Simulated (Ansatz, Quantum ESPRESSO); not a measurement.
# Al(111) with two intrinsic faults two layers apart (four hcp-stacked layers): ballistic transmission, part 2 of 4

Wanted: the transmission near the Fermi level and the conductance of this junction: Al(111) with two intrinsic faults two layers apart (four hcp-stacked layers).

Quantum ESPRESSO 7.5; plane-wave DFT, PBE, GBRV ultrasoft pseudopotentials; cross-check by Ansatz 0.2.0 with PAW datasets.

So far. Step 2 (Self-consistent run): The run needed 29 iterations to bring the estimated error under 1e-07 Ry; the largest force on any atom, held or free, is 0.03 eV/Å.

### Step 3. The open system

Level of this step: transmission by pwcond, lead and junction from one cell; plane-wave DFT, PBE, GBRV ultrasoft pseudopotentials (Quantum ESPRESSO).

prefixt takes both regions from one run: the lead from 0 to bdl, the scattering region from bdl to bds (units of alat). ikind = 1 puts the same lead on both sides. The program's T_tot counts both spins in a run without spin; the tables below give T per spin.

The input, cond.in:

```
&inputcond
  outdir = './out'
  prefixt = 'scf'
  tran_file = 'cond.dat'
  bdl = 2.4494897419
  bds = 17.9629247820
  ikind = 1
  ewind = 4.0
  epsproj = 1e-05
  nz1 = 7
  energy0 = 0.4
  denergy = -0.4
/
14
  0.00000000 0.00000000 0.01000000
  0.00000000 0.10000000 0.06000000
  0.00000000 0.20000000 0.06000000
  0.00000000 0.30000000 0.06000000
  0.00000000 0.40000000 0.06000000
  0.00000000 0.50000000 0.03000000
  0.10000000 0.20000000 0.06000000
  0.10000000 0.30000000 0.12000000
  0.10000000 0.40000000 0.12000000
  0.10000000 0.50000000 0.12000000
  0.20000000 0.40000000 0.06000000
  0.20000000 0.50000000 0.12000000
  0.20000000 0.60000000 0.06000000
  0.30000000 0.60000000 0.06000000
3
```

The run is started by

```bash
$ OMP_NUM_THREADS=1 mpirun -n 2 pwcond.x -in cond.in > cond.out
```

What it wrote:

```text
[banner, memory and clock lines left out]
Program PWCOND v.7.5 starts

          URL

     ./out/scf.save/

     IMPORTANT: XC functional enforced from input :
     Exchange-correlation= PBE
                           (   1   4   3   4   0   0   0)
     Any further DFT definition will be discarded
     Please, verify this is what you really want

     Reading collected, re-writing distributed wavefunctions

===== INPUT FILE containing all the regions =====

     GEOMETRY:

     lattice parameter (alat)  =       5.3984  a.u.
     the volume                =    2447.3912 (a.u.)^3
     the cross section         =      25.2384 (a.u.)^2
     l of the unit cell        =      17.9629 (alat)
     number of atoms/cell      =           22
     number of atomic types    =            1

     crystal axes: (cart. coord. in units of alat)
               a(1) = (  1.0000  0.0000  0.0000 )
               a(2) = (  0.5000  0.8660  0.0000 )
               a(3) = (  0.0000  0.0000 17.9629 )

   Cartesian axes

     site n.     atom                  positions (alat units)
          1        Al     tau(  1)=(  0.0000  0.0000 17.9629  )
          2        Al     tau(  2)=(  0.5000  0.2887  0.8165  )
          3        Al     tau(  3)=(  1.0000  0.5774  1.6330  )
          4        Al     tau(  4)=(  0.0000  0.0000  2.4495  )
          5        Al     tau(  5)=(  0.5000  0.2887  3.2660  )
          6        Al     tau(  6)=(  1.0000  0.5774  4.0825  )
          7        Al     tau(  7)=(  0.0000  0.0000  4.8990  )
          8        Al     tau(  8)=(  0.5000  0.2887  5.7155  )
          9        Al     tau(  9)=(  1.0000  0.5774  6.5320  )
         10        Al     tau( 10)=(  0.5000  0.2887  7.3485  )
         11        Al     tau( 11)=(  1.0000  0.5774  8.1650  )
         12        Al     tau( 12)=(  0.5000  0.2887  8.9815  )
         13        Al     tau( 13)=(  1.0000  0.5774  9.7980  )
         14        Al     tau( 14)=(  0.0000  0.0000 10.6145  )
         15        Al     tau( 15)=(  0.5000  0.2887 11.4310  )
         16        Al     tau( 16)=(  1.0000  0.5774 12.2474  )
         17        Al     tau( 17)=(  0.0000  0.0000 13.0639  )
         18        Al     tau( 18)=(  0.5000  0.2887 13.8804  )
         19        Al     tau( 19)=(  1.0000  0.5774 14.6969  )
         20        Al     tau( 20)=(  0.0000  0.0000 15.5134  )
         21        Al     tau( 21)=(  0.5000  0.2887 16.3299  )
         22        Al     tau( 22)=(  1.0000  0.5774 17.1464  )

     nr1s                      =           24
     nr2s                      =           24
     nr3s                      =          400
     nr1sx                     =           24
     nr2sx                     =           24
     nr3sx                     =          400
     nr1                       =           25
     nr2                       =           25
     nr3                       =          450
     nr1x                      =           25
     nr2x                      =           25
     nr3x                      =          450

 _______________________________
  Radii of nonlocal spheres:

     type       ibeta     ang. mom.          radius (alat units)
       Al         1         0                    0.3554
       Al         2         1                    0.3554
       Al         3         2                    0.3554
----- General information -----

--- T calc. with identical leads (ikind=1) ---

     nrx                       =           24
     nry                       =           24
     nz1                       =            7

     energy0               =         4.0E-01
     denergy               =        -4.0E-01
     nenergy               =          3
     ecut2d                =         4.0E+01
     ewind                 =         4.0E+00
     epsproj               =         1.0E-05

     number of k_|| points=   14
                       cryst. coord.
        k(    1) = (   0.0000000   0.0000000), wk =   0.0100000
        k(    2) = (   0.0000000   0.1000000), wk =   0.0600000
        k(    3) = (   0.0000000   0.2000000), wk =   0.0600000
        k(    4) = (   0.0000000   0.3000000), wk =   0.0600000
        k(    5) = (   0.0000000   0.4000000), wk =   0.0600000
        k(    6) = (   0.0000000   0.5000000), wk =   0.0300000
        k(    7) = (   0.1000000   0.2000000), wk =   0.0600000
        k(    8) = (   0.1000000   0.3000000), wk =   0.1200000
        k(    9) = (   0.1000000   0.4000000), wk =   0.1200000
        k(   10) = (   0.1000000   0.5000000), wk =   0.1200000
        k(   11) = (   0.2000000   0.4000000), wk =   0.0600000
        k(   12) = (   0.2000000   0.5000000), wk =   0.1200000
        k(   13) = (   0.2000000   0.6000000), wk =   0.0600000
        k(   14) = (   0.3000000   0.6000000), wk =   0.0600000
----- Information about left/right lead -----

     nocros                   =            9
     noins                    =           18
     norb                     =           36
     norbf                    =          180
     nrz                      =           55

      iorb      type   ibeta   ang. mom.   m       position (alat)
        1        1       1        0        1   taunew(   1)=(  0.0000  0.0000  0.0000)
        2        1       2        1        1   taunew(   2)=(  0.0000  0.0000  0.0000)
        3        1       2        1        2   taunew(   3)=(  0.0000  0.0000  0.0000)
        4        1       2        1        3   taunew(   4)=(  0.0000  0.0000  0.0000)
        5        1       3        2        1   taunew(   5)=(  0.0000  0.0000  0.0000)
        6        1       3        2        2   taunew(   6)=(  0.0000  0.0000  0.0000)
        7        1       3        2        3   taunew(   7)=(  0.0000  0.0000  0.0000)
        8        1       3        2        4   taunew(   8)=(  0.0000  0.0000  0.0000)
        9        1       3        2        5   taunew(   9)=(  0.0000  0.0000  0.0000)
       10        1       1        0        1   taunew(  10)=(  0.5000  0.2887  0.8165)
       11        1       2        1        1   taunew(  11)=(  0.5000  0.2887  0.8165)
       12        1       2        1        2   taunew(  12)=(  0.5000  0.2887  0.8165)
       13        1       2        1        3   taunew(  13)=(  0.5000  0.2887  0.8165)
       14        1       3        2        1   taunew(  14)=(  0.5000  0.2887  0.8165)
       15        1       3        2        2   taunew(  15)=(  0.5000  0.2887  0.8165)
       16        1       3        2        3   taunew(  16)=(  0.5000  0.2887  0.8165)
       17        1       3        2        4   taunew(  17)=(  0.5000  0.2887  0.8165)
       18        1       3        2        5   taunew(  18)=(  0.5000  0.2887  0.8165)
[...]
128        1       2        1        1   taunew( 128)=(  0.5000  0.2887 11.4310)
      129        1       2        1        2   taunew( 129)=(  0.5000  0.2887 11.4310)
      130        1       2        1        3   taunew( 130)=(  0.5000  0.2887 11.4310)
      131        1       3        2        1   taunew( 131)=(  0.5000  0.2887 11.4310)
      132        1       3        2        2   taunew( 132)=(  0.5000  0.2887 11.4310)
      133        1       3        2        3   taunew( 133)=(  0.5000  0.2887 11.4310)
      134        1       3        2        4   taunew( 134)=(  0.5000  0.2887 11.4310)
      135        1       3        2        5   taunew( 135)=(  0.5000  0.2887 11.4310)
      136        1       1        0        1   taunew( 136)=(  1.0000  0.5774 12.2474)
      137        1       2        1        1   taunew( 137)=(  1.0000  0.5774 12.2474)
      138        1       2        1        2   taunew( 138)=(  1.0000  0.5774 12.2474)
      139        1       2        1        3   taunew( 139)=(  1.0000  0.5774 12.2474)
      140        1       3        2        1   taunew( 140)=(  1.0000  0.5774 12.2474)
      141        1       3        2        2   taunew( 141)=(  1.0000  0.5774 12.2474)
      142        1       3        2        3   taunew( 142)=(  1.0000  0.5774 12.2474)
      143        1       3        2        4   taunew( 143)=(  1.0000  0.5774 12.2474)
      144        1       3        2        5   taunew( 144)=(  1.0000  0.5774 12.2474)
      145        1       1        0        1   taunew( 145)=(  0.0000  0.0000 13.0639)
      146        1       2        1        1   taunew( 146)=(  0.0000  0.0000 13.0639)
      147        1       2        1        2   taunew( 147)=(  0.0000  0.0000 13.0639)
      148        1       2        1        3   taunew( 148)=(  0.0000  0.0000 13.0639)
      149        1       3        2        1   taunew( 149)=(  0.0000  0.0000 13.0639)
      150        1       3        2        2   taunew( 150)=(  0.0000  0.0000 13.0639)
      151        1       3        2        3   taunew( 151)=(  0.0000  0.0000 13.0639)
      152        1       3        2        4   taunew( 152)=(  0.0000  0.0000 13.0639)
      153        1       3        2        5   taunew( 153)=(  0.0000  0.0000 13.0639)
      154        1       1        0        1   taunew( 154)=(  0.5000  0.2887 13.8804)
      155        1       2        1        1   taunew( 155)=(  0.5000  0.2887 13.8804)
      156        1       2        1        2   taunew( 156)=(  0.5000  0.2887 13.8804)
      157        1       2        1        3   taunew( 157)=(  0.5000  0.2887 13.8804)
      158        1       3        2        1   taunew( 158)=(  0.5000  0.2887 13.8804)
      159        1       3        2        2   taunew( 159)=(  0.5000  0.2887 13.8804)
      160        1       3        2        3   taunew( 160)=(  0.5000  0.2887 13.8804)
      161        1       3        2        4   taunew( 161)=(  0.5000  0.2887 13.8804)
      162        1       3        2        5   taunew( 162)=(  0.5000  0.2887 13.8804)
      163        1       1        0        1   taunew( 163)=(  1.0000  0.5774 14.6969)
      164        1       2        1        1   taunew( 164)=(  1.0000  0.5774 14.6969)
      165        1       2        1        2   taunew( 165)=(  1.0000  0.5774 14.6969)
      166        1       2        1        3   taunew( 166)=(  1.0000  0.5774 14.6969)
      167        1       3        2        1   taunew( 167)=(  1.0000  0.5774 14.6969)
      168        1       3        2        2   taunew( 168)=(  1.0000  0.5774 14.6969)
      169        1       3        2        3   taunew( 169)=(  1.0000  0.5774 14.6969)
      170        1       3        2        4   taunew( 170)=(  1.0000  0.5774 14.6969)
      171        1       3        2        5   taunew( 171)=(  1.0000  0.5774 14.6969)
      172        1       1        0        1   taunew( 172)=(  0.0000  0.0000 15.5134)
      173        1       2        1        1   taunew( 173)=(  0.0000  0.0000 15.5134)
      174        1       2        1        2   taunew( 174)=(  0.0000  0.0000 15.5134)
      175        1       2        1        3   taunew( 175)=(  0.0000  0.0000 15.5134)
      176        1       3        2        1   taunew( 176)=(  0.0000  0.0000 15.5134)
      177        1       3        2        2   taunew( 177)=(  0.0000  0.0000 15.5134)
      178        1       3        2        3   taunew( 178)=(  0.0000  0.0000 15.5134)
      179        1       3        2        4   taunew( 179)=(  0.0000  0.0000 15.5134)
      180        1       3        2        5   taunew( 180)=(  0.0000  0.0000 15.5134)
 ngper, shell number =           85          11
 ngper, n2d =           85          62
---  E-Ef =    0.4000000  k =    0.0000000   0.0000000
---  ie =          1  ik =          1
 Nchannels of the left tip =            1
 Right moving states:
   k1(2pi/a)   k2(2pi/a)   E-Ef (eV)
   0.0067867   0.0000002   0.4000000
 Left moving states:
   k1(2pi/a)   k2(2pi/a)   E-Ef (eV)
  -0.0067864   0.0000002   0.4000000

 to transmit
 Band j to band i transmissions and reflections:
    j         i     |T_ij|^2    |R_ij|^2

    1 -->     1     1.00000     0.00000
   Total T_j, R_j =    1.00000  0.00000

E-Ef(ev), T(x2 spins) =    0.4000000   1.9999931
---  E-Ef =    0.0000000  k =    0.0000000   0.0000000
---  ie =          2  ik =          1
 Nchannels of the left tip =            1
 Right moving states:
   k1(2pi/a)   k2(2pi/a)   E-Ef (eV)
  -0.0290440   0.0000002   0.0000000
 Left moving states:
   k1(2pi/a)   k2(2pi/a)   E-Ef (eV)
   0.0290443   0.0000002   0.0000000

 to transmit
 Band j to band i transmissions and reflections:
    j         i     |T_ij|^2    |R_ij|^2

    1 -->     1     1.00000     0.00000
   Total T_j, R_j =    1.00000  0.00000

E-Ef(ev), T(x2 spins) =    0.0000000   1.9999999
---  E-Ef =   -0.4000000  k =    0.0000000   0.0000000
---  ie =          3  ik =          1
 Nchannels of the left tip =            1
 Right moving states:
   k1(2pi/a)   k2(2pi/a)   E-Ef (eV)
  -0.0654298   0.0000002  -0.4000000
 Left moving states:
   k1(2pi/a)   k2(2pi/a)   E-Ef (eV)
   0.0654301   0.0000002  -0.4000000

 to transmit
 Band j to band i transmissions and reflections:
    j         i     |T_ij|^2    |R_ij|^2

    1 -->     1     1.00000     0.00000
   Total T_j, R_j =    1.00000  0.00000

E-Ef(ev), T(x2 spins) =   -0.4000000   1.9999997
 ngper, shell number =           85          47
 ngper, n2d =           85          63
[... further energies and points left out ...]
---  E-Ef =    0.4000000  k =    0.3000000   0.6000000
---  ie =          1  ik =         14
 Nchannels of the left tip =            2
 Right moving states:
   k1(2pi/a)   k2(2pi/a)   E-Ef (eV)
  -0.0294486   0.0000002   0.4000000
   0.3095206   0.0000001   0.4000000
 Left moving states:
   k1(2pi/a)   k2(2pi/a)   E-Ef (eV)
   0.0294499   0.0000002   0.4000000
  -0.3095219   0.0000001   0.4000000

 to transmit
 Band j to band i transmissions and reflections:
    j         i     |T_ij|^2    |R_ij|^2

    1 -->     1     0.80820     0.07108
    1 -->     2     0.01355     0.10717
   Total T_j, R_j =    0.82175  0.17825

    2 -->     1     0.01294     0.10717
    2 -->     2     0.87735     0.00254
   Total T_j, R_j =    0.89029  0.10971

E-Ef(ev), T(x2 spins) =    0.4000000   3.4240700
---  E-Ef =    0.0000000  k =    0.3000000   0.6000000
---  ie =          2  ik =         14
 Nchannels of the left tip =            0
 Right moving states:
   k1(2pi/a)   k2(2pi/a)   E-Ef (eV)
 Left moving states:
   k1(2pi/a)   k2(2pi/a)   E-Ef (eV)

 to transmit
          E-Ef(ev), T =    0.0000000   0.0000000
---  E-Ef =   -0.4000000  k =    0.3000000   0.6000000
---  ie =          3  ik =         14
 Nchannels of the left tip =            0
 Right moving states:
   k1(2pi/a)   k2(2pi/a)   E-Ef (eV)
 Left moving states:
   k1(2pi/a)   k2(2pi/a)   E-Ef (eV)

 to transmit
          E-Ef(ev), T =   -0.4000000   0.0000000
   T_tot     0.40000      0.25414E+01
   T_tot     0.00000      0.24246E+01
   T_tot    -0.40000      0.24996E+01

Note: The following floating-point exceptions are signalling: IEEE_UNDERFLOW_FLAG
Note: The following floating-point exceptions are signalling: IEEE_UNDERFLOW_FLAG
```

The job ended after 72 s (2 MPI ranks of Arm Neoverse V2, shared host; peak memory 0.16 GiB).

Numbers from this step:

| Item | Value |
| --- | --- |
| lead channels at the Fermi level, one spin | 1.51 |
| transmission at the Fermi level, one spin | 1.212 |
| conductance | 1.212 G₀ |

Per spin; mean over the k mesh across the current. Table of open channels, zone mean by energy, zero at the Fermi level:

```csv
energy (eV),"open channels, zone mean"
-0.400,1.33
0.000,1.51
0.400,1.51
```

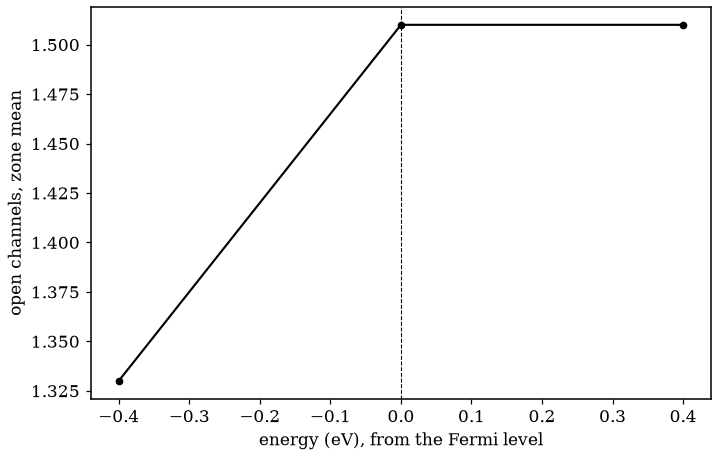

Open channels, zone mean, plotted against energy.

Per spin; mean over the k mesh across the current. The transmission, zone mean by energy, zero at the Fermi level:

```csv
energy (eV),"transmission, zone mean"
-0.400,1.25
0.000,1.21
0.400,1.27
```

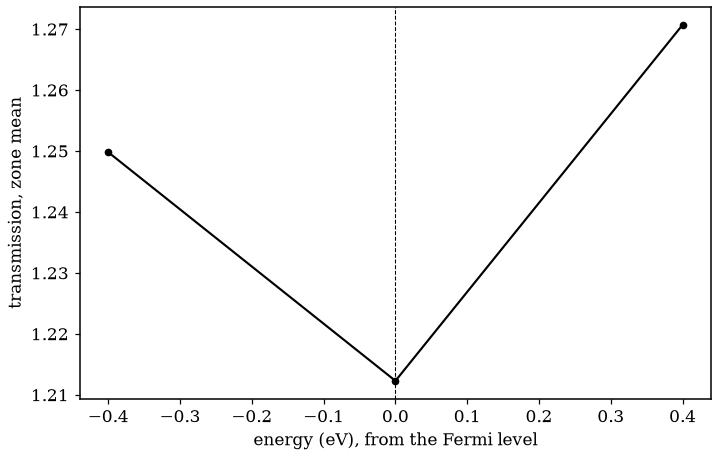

Transmission, zone mean, plotted against energy.

At 0.000 eV; k in fractions of b1, b2. Transmission by k point:

```csv
k1,k2,weight,t,channels
0,0,0.01,1,1
0,0.1,0.06,1,1
0,0.2,0.06,1,1
0,0.3,0.06,0.9991,1
0,0.4,0.06,1.7,2
0,0.5,0.03,1.662,2
0.1,0.2,0.06,1,1
0.1,0.3,0.12,1,1
0.1,0.4,0.12,1.781,2
0.1,0.5,0.12,1.332,2
0.2,0.4,0.06,0.9857,1
0.2,0.5,0.12,1.509,2
0.2,0.6,0.06,1.28,3
0.3,0.6,0.06,0,0
```

The program's own clock; routines nest. Time by routine:

```csv
routine,wall time (s),calls
PWCOND,71.7,1
scatter_forw,61.8,84
local,6.89,14
compbs,1.8,42
compbs_2,1.53,42
init,0.35,1
poten,0.06,1
```

At no point does T exceed the number of channels.

(Continued in part 3 of 4.)

[Logs are printed without paths, hosts, clocks, repeated set-up lines and the standing remarks that a program may print on its own settings, such as how far it seeks lower states.]

[Hosts, paths, dates, database ids (printed as entryN), source tags and the programs' standing remarks are cut or masked in the printed files.]

[Maps of the electrostatic potential energy from Ansatz leave out the sawtooth potential of an applied field or a dipole correction, so their vacuum need not be flat; planar profiles and work functions include it.]
